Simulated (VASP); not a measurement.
Shape and ions are relaxed at each volume.

Energy against volume of Mg (hcp). Level of theory: revTPSS meta-GGA, VASP's PBE PAW potentials (set 64) (plane waves; VASP).

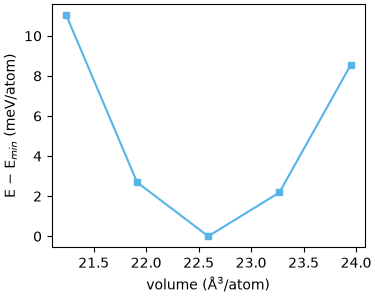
Figure: Energy against volume

Question: Estimate the equilibrium volume and the bulk modulus.

Answer: The minimum lies near 22.6 Å³/atom, and the curvature gives B0 of about 38 GPa.

Measured: bulk modulus 38.6 GPa at 0 K (computed value off by -1.2 %), as given by K. Lejaeghere et al., Critical reviews in solid state and materials sciences/CRC critical reviews in solid state and materials sciences (2013), arXiv:1204.2733 [extrapolated to 0 K and zero-point effects removed (source: thermally corrected experimental values)].

The compound is Mg in the hcp structure. It was relaxed first.
